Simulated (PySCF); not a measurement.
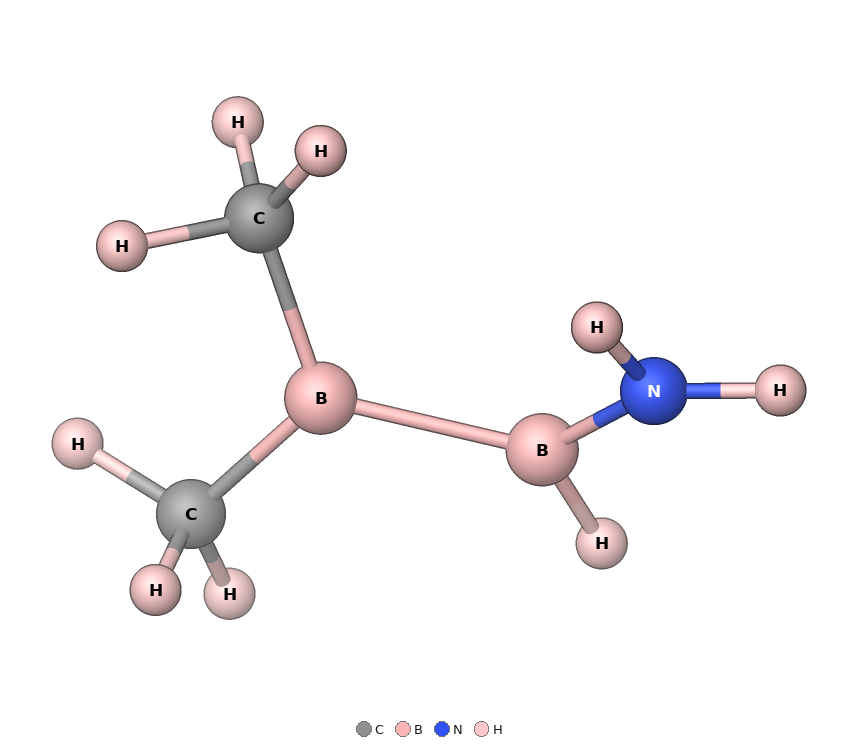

Orthographic view. Depth is shown by fading: the farther an atom, the more it takes the colour of the background. Geometry: a frame of a GFN2-xTB molecular-dynamics simulation, not a minimum.

**Give the standard InChI.**

InChI=1S/C2H9B2N/c1-4(2)3-5/h3H,5H2,1-2H3
